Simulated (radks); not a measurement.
## Run report: Tc, atomic calculation

System: a free Tc atom in the configuration [Kr] 4d5 5s2 (open shells shared over both j by 2j + 1).
Method: Dirac Kohn-Sham, PBE, spin-unpolarised, spherical densities, finite nucleus (the in-house radial solver radks).

## Key numbers

- outcome: converged
- total energy: −4286.2062 hartree
- kinetic energy: 4452.1980 hartree
- electron–nucleus energy: −10357.3479 hartree
- Hartree energy: 1747.4000 hartree
- exchange–correlation energy: −128.456390 hartree
- radius at density 0.001 e/bohr³: 4.75 bohr
- SCF iterations: 14
- hardware: 1 thread of Intel Xeon, 108 GiB of memory available, shared host

## The input
```
Z 43
configuration [Kr] 4d5 5s2
relativity Dirac
functional pbe,pbe
spin unpolarised
j_filling average
nucleus finite rms 4.4112 fm
c 137.035999084
max_iterations 63
```

Energies in input and log are in hartree, lengths in bohr (the nuclear radius in fm).

Launched within a batch (the task file carries these settings):
```bash
python <driver script> task.json out
```

## The program's output
```
1s1/2   1   2.0000        -766.49991045
2s1/2   1   2.0000        -109.33573597
2p1/2   1   2.0000        -100.82100349
2p3/2   1   4.0000         -96.47529764
3s1/2   1   2.0000         -19.04667541
3p1/2   1   2.0000         -15.77433136
3p3/2   1   4.0000         -15.04764803
3d3/2   1   4.0000          -9.25982625
3d5/2   1   6.0000          -9.12014335
4s1/2   1   2.0000          -2.69517328
4p1/2   1   2.0000          -1.73977465
4p3/2   1   4.0000          -1.63146435
4d3/2   1   2.0000          -0.25116612
4d5/2   1   3.0000          -0.24066033
5s1/2   1   2.0000          -0.18531756
Etot -4286.20621734359
Ekin 4452.198016189319
Encl -10357.34786324607
Eh 1747.400019439854
Exc -128.45638972669278
err 4.6865126261454414e-09
it 14
```

## Orbitals

| orbital | occupation | energy (eV) | ⟨r⟩ (bohr) | outer maximum (bohr) |
| --- | --- | --- | --- | --- |
| 1s | 2 | −20857.5 | 0.03428 | 0.0223 |
| 2s | 2 | −2975.2 | 0.1493 | 0.126 |
| 2p1/2 | 2 | −2743.5 | 0.1271 | 0.0981 |
| 2p3/2 | 4 | −2625.2 | 0.1318 | 0.102 |
| 3s | 2 | −518.286 | 0.4152 | 0.372 |
| 3p1/2 | 2 | −429.241 | 0.4090 | 0.359 |
| 3p3/2 | 4 | −409.467 | 0.4196 | 0.369 |
| 3d3/2 | 4 | −251.973 | 0.3970 | 0.310 |
| 3d5/2 | 6 | −248.172 | 0.4005 | 0.313 |
| 4s | 2 | −73.339 | 1.058 | 0.949 |
| 4p1/2 | 2 | −47.342 | 1.152 | 1.01 |
| 4p3/2 | 4 | −44.394 | 1.182 | 1.03 |
| 4d3/2 | 2 | −6.835 | 1.710 | 1.26 |
| 4d5/2 | 3 | −6.549 | 1.733 | 1.27 |
| 5s | 2 | −5.043 | 3.301 | 2.74 |

## Slater integrals of the outer shells (hartree)

```
       integral   value
F0(5s1/2,5s1/2)  0.2738
F0(5s1/2,4d5/2)  0.3326
G2(5s1/2,4d5/2)  0.0681
F0(5s1/2,4d3/2)  0.3334
G2(5s1/2,4d3/2)  0.0663
F0(5s1/2,4p3/2)  0.3493
G1(5s1/2,4p3/2)  0.0210
F0(4d5/2,4d5/2)  0.5289
```

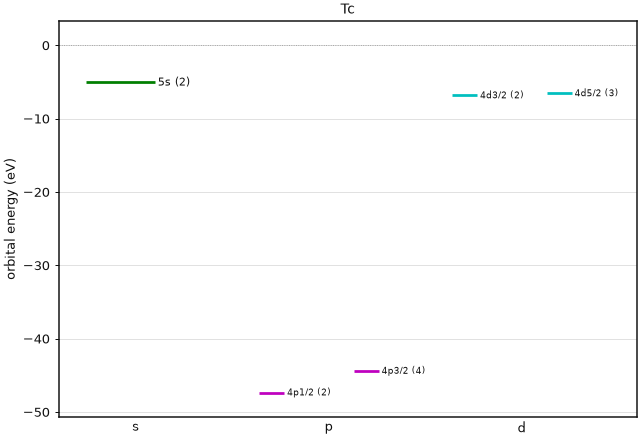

Fig. 1: The outer levels are drawn (occupations in brackets, the lower j at the left of each column). The highest occupied level is 5s at −5.04 eV. From the top down the occupied levels run 5s (−5.04 eV), 4d5/2 (−6.55 eV), 4d3/2 (−6.83 eV), 4p3/2 (−44.4 eV), 4p1/2 (−47.3 eV). Spin-orbit splittings: 4d 0.286 eV, 4p 2.95 eV. The open 4d shell lies under a filled one.

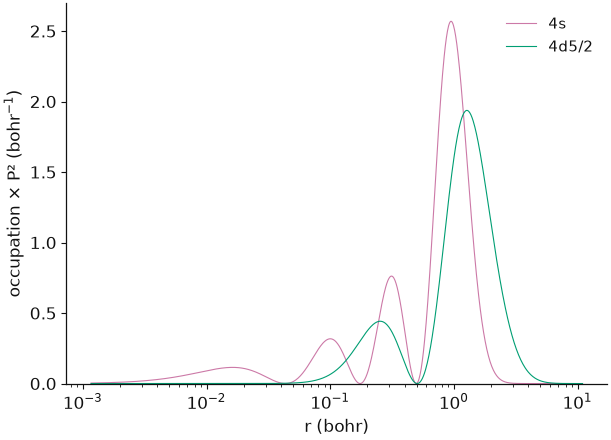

Fig. 2: The radial probability densities P² (large components) of 4s and 4d5/2, each times its occupation. 4s: outer maximum at 0.949 bohr, ⟨r⟩ = 1.06 bohr, 3 nodes, eigenvalue −73.3 eV; 4d5/2: outer maximum at 1.27 bohr, ⟨r⟩ = 1.73 bohr, 1 node, eigenvalue −6.55 eV.

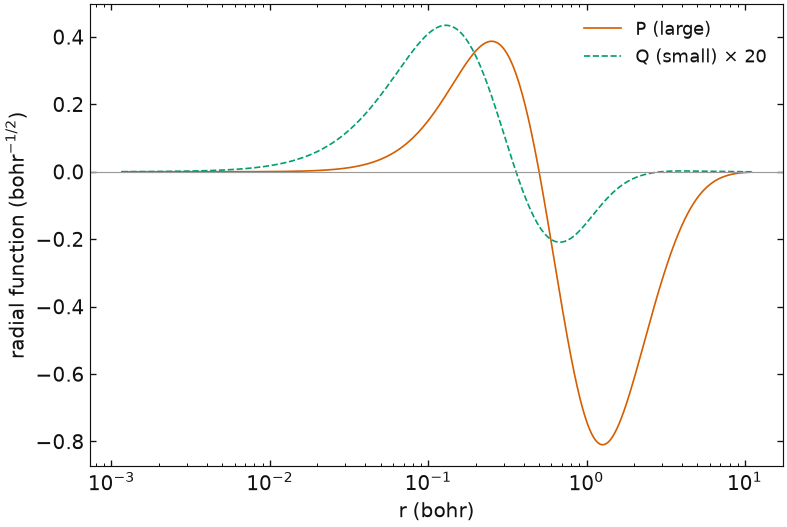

Fig. 3: The large and small radial components of one occupied spinor. It is 4d3/2. The spinor has κ = 2: the large component has l = 2 and 1 radial node (r = 0.501 bohr), the small one has l = 1. The small component carries 0.014 % of the norm; ⟨r⟩ = 1.71 bohr and the eigenvalue is −6.83 eV. The nodes of P give n − l − 1 and its extent picks the shell; Q has as many nodes as P for κ < 0 and one more for κ > 0.

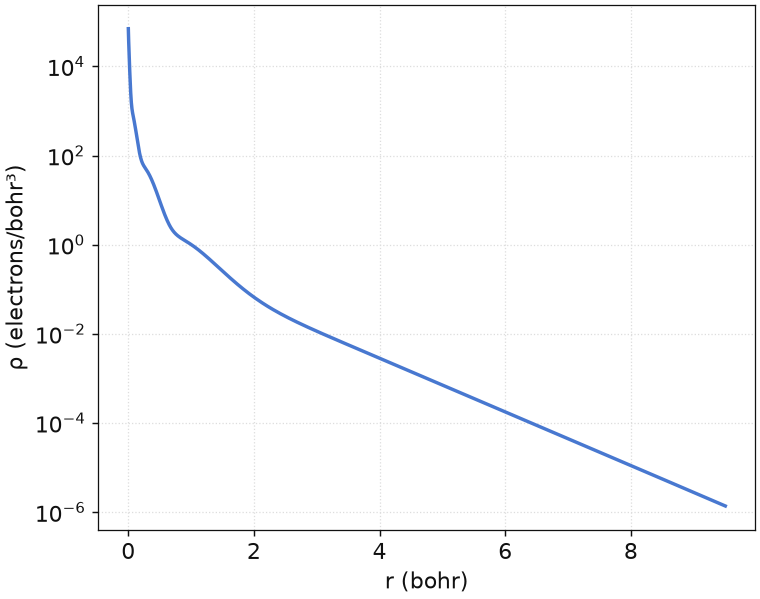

Fig. 4: The electron density ρ(r) on a logarithmic scale. The density falls from 70000 electrons/bohr³ at the inner end (r = 0.0012 bohr) to 0.001 at r = 4.75 bohr, a common measure of the size of an atom or ion. The highest occupied orbital, 5s (⟨r⟩ = 3.30 bohr, −5.04 eV), is also the most diffuse and sets the fall-off far out: over the last part drawn ln ρ falls by 1.4 per bohr, against 2√(−2ε) = 1.2 for the pure exponential. The steps in the slope mark the shells; the radial density has its minima at 0.048, 0.21 and 0.80 bohr.
